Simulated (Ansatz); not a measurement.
# HF/STO-3G run of GeS (germanium sulfide)

Aim: the vertical electron affinity of GeS (germanium sulfide) at HF/STO-3G, from 2 runs. 

The results are computed with Ansatz 0.2.0.

30 further runs of the same task are left out: 30 set aside as unsound or not needed.

## 1. The structure to begin with

GeS has 2 atoms, charge 0, and is taken as a singlet. SMILES: `[S+]#[Ge-]`. The bond length is the measured one.

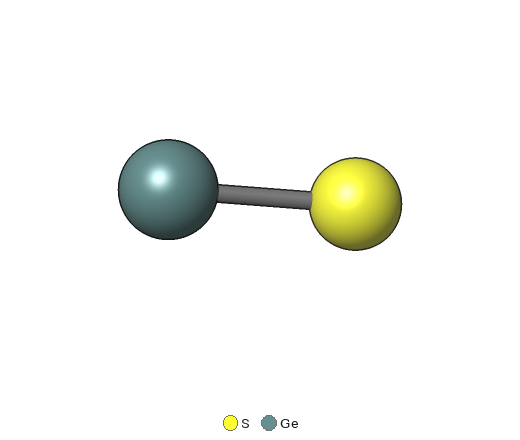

Viewed from a chosen angle; sulfur yellow, germanium teal.

## 2. A single-point energy at HF/STO-3G

run.yaml reads:

```yaml
crystal:
  periodic: [false, false, false]
  atoms:
    - symbol: S
      position_ang: [0.000000, 0.000000, 0.000000]
    - symbol: Ge
      position_ang: [0.000000, 0.000000, 2.012086]
basis:
  gaussian:
    orbitals: STO-3G
hamiltonian:
  xc: hf
accuracy: high
output:
  orbitals: {seedname: orbitals}
```

Launch:

```sh
$ ansatz run run.yaml --threads 1 --pin off --max-ram 3480MiB --events-out events.jsonl --progress --plain --runs-dir runs
```

Output:

```text
Warning: RAYON_NUM_THREADS=1 ignored (pool sized by the plan → 1); use --threads N
Functional definition: HF
  name "HF"
  exchange = exact_x
  correlation = 0
374 factors; integrals over basis functions are off by at most 1.1e-8 eV
mean field evaluation 1: about -66526.9615 eV, gradient 2.1e1 eV
mean field evaluation 2: about -66526.9814 eV, gradient 2.1e1 eV
mean field evaluation 4: about -66529.3124 eV, gradient 1.3e0 eV
mean field evaluation 8: about -66529.3212 eV, gradient 1.5e-2 eV
mean field -66529.32124732 eV, -2444.9074606456 hartree, gradient 3.0e-8 eV, S^2 0.000000; 0 other end points of the search recorded, 0 dependent functions left out
reference -66529.32124732 eV, -2444.9074606456 hartree; 24, 24 occupied and 3, 3 virtual orbitals, 374 factors
Total energy: -66529.32124732 eV, -2444.9074606456 hartree
```

Wall time 0.23 s (1 thread of Arm Neoverse V1, shared host).

## 3. The doublet anion at the same level

input.yaml reads:

```yaml
crystal:
  periodic: [false, false, false]
  atoms:
    - {symbol: S, position_ang: [0.000000, 0.000000, 0.000000]}
    - {symbol: Ge, position_ang: [0.000000, 0.000000, 2.012086]}
basis:
  gaussian:
    orbitals: STO-3G
total_charge: -1
magnetization:
  spin_polarized: true
  initial_magnetization: 1
hamiltonian:
  xc: hf
accuracy: high
output: {orbitals: {seedname: orbitals}}
```

Launch:

```sh
$ ansatz run input.yaml --threads 1 --pin off --max-ram 3480MiB --events-out events.jsonl --progress --plain --runs-dir runs
```

Output:

```text
Warning: RAYON_NUM_THREADS=1 ignored (pool sized by the plan → 1); use --threads N
Functional definition: HF
  name "HF"
  exchange = exact_x
  correlation = 0
374 factors; integrals over basis functions are off by at most 1.1e-8 eV
mean field evaluation 1: about -66523.8246 eV, gradient 3.1e0 eV
mean field evaluation 2: about -66523.8541 eV, gradient 3.1e0 eV
mean field evaluation 4: about -66524.0179 eV, gradient 6.5e-1 eV
mean field evaluation 8: about -66524.0618 eV, gradient 2.8e-1 eV
mean field evaluation 16: about -66524.1303 eV, gradient 1.2e-4 eV
mean field evaluation 32: about -66520.0224 eV, gradient 6.2e0 eV
mean field evaluation 64: about -66524.1305 eV, gradient 2.4e-4 eV
mean field evaluation 96: about -66524.0420 eV, gradient 4.2e-1 eV
mean field -66524.13025084 eV, -2444.7166950435 hartree, gradient 9.2e-9 eV, S^2 1.042122; 3 other end points of the search recorded, 0 dependent functions left out
reference -66524.13025084 eV, -2444.7166950435 hartree; 25, 24 occupied and 2, 3 virtual orbitals, 374 factors
Total energy: -66524.13025084 eV, -2444.7166950435 hartree
```

It took 0.59 s on 1 thread of Arm Neoverse V1, shared host.

## 4. What came out

At HF/STO-3G:

| quantity | value |
| --- | --- |
| singlet GeS: total energy | -2444.90746 Eh |
| singlet GeS: HOMO energy | -6.43 eV |
| singlet GeS: LUMO energy | 5.41 eV |
| singlet GeS: HOMO–LUMO gap | 11.84 eV |
| doublet anion: total energy | -2444.71670 Eh |
| doublet anion: HOMO energy (highest over α and β) | 5.19 eV |
| doublet anion: LUMO energy (lowest over α and β) | 13.82 eV |
| doublet anion: ⟨S²⟩ | 1.042 |
| vertical electron affinity (to the doublet anion) | -5.191 eV |

The anion lies 5.19 eV (501 kJ/mol) above the neutral: the electron isn't bound at this level, and such a value depends on the basis. Without diffuse functions anions come out too high. Hartree–Fock misses the correlation that binds many anions. In a minimal basis such a difference can be off by several eV, whatever the method. ⟨S²⟩ (doublet anion) is 1.04 where a pure doublet has 0.75: the reference is spin-contaminated. The HOMO (doublet anion) lies at positive energy, 5.19 eV: the electron is unbound at this level or held by a compact basis; values depend on the basis.
